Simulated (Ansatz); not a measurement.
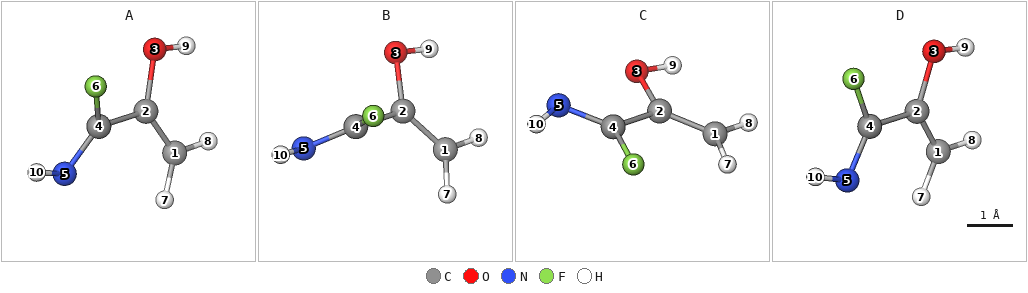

4 geometries from a converged minimum-energy path of C3H4FNO, shuffled. A ball-and-stick model, seen from a free direction.

Theory: Ansatz, RKS r2SCAN/STO-3G. Run with 5 movable images; climbing image; force threshold 0.05 eV/Å; iteration limit 54; starting path by image-dependent pair potential.

One of them is the converged climbing image. Which?

B. In order along the path, whose images run from 0 to 6: D (image 0, 0.000 eV), A (image 1, +0.047 eV), B (image 3, +0.213 eV), C (image 6, +0.006 eV). The motion is a rotation about the C2–C4 bond by about 180°. No bond forms or breaks between the ends.

Limits of the set-up: STO-3G is a minimal basis, so the numbers are rough.
